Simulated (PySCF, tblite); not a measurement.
C₆H₇F₃O₂, SMILES O=C1CCO[C@H]1CC(F)(F)F, geometry in Å:

```xyz
18

O     -0.9424     1.1437     1.9985
C     -1.0379     0.5306     0.9755
C     -2.2551     0.3432     0.1045
C     -1.7834    -0.6864    -0.9238
O     -0.3767    -0.5404    -1.0070
C      0.1022    -0.2203     0.2760
C      1.3738     0.6234     0.2048
C      2.5931    -0.2062    -0.1510
F      2.5555    -0.7010    -1.3900
F      2.7593    -1.2494     0.6772
F      3.7178     0.5245    -0.0663
H     -3.1195     0.0270     0.6843
H     -2.4871     1.3037    -0.3599
H     -2.0345    -1.7038    -0.5920
H     -2.1815    -0.5277    -1.9254
H      0.2965    -1.1370     0.8631
H      1.2610     1.3955    -0.5584
H      1.5500     1.0869     1.1782
```

GIAO shifts, PBE0/pcSseg-1, PySCF, at a GFN2-xTB geometry (a minimum by its frequencies), against CFCl₃ for ¹⁹F computed at the same level (¹⁹F: this reference is a hard case for the method, so all values can be off together by tens of ppm, and differences between signals are safer). Gas phase, fully decoupled, line heights follow the number of nuclei, widths are arbitrary (no quadrupolar broadening); values of one conformer, averaged over methyl-type rotors and exact or near symmetry; other conformers aren't averaged in.

**Predict the ¹⁹F spectrum.**

1 signal.


| δ (ppm) | nuclei | atoms |
| --- | --- | --- |
| −83.0 | 3 | F9, F10, F11 |

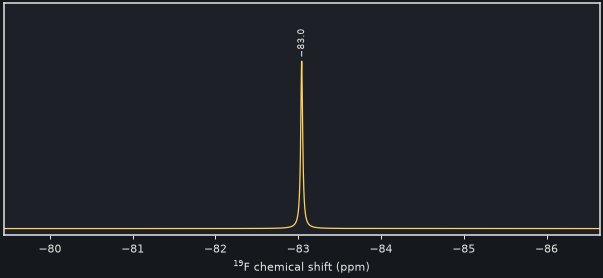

Caveats: the tight-binding geometry is rougher than a DFT one and adds to the error.
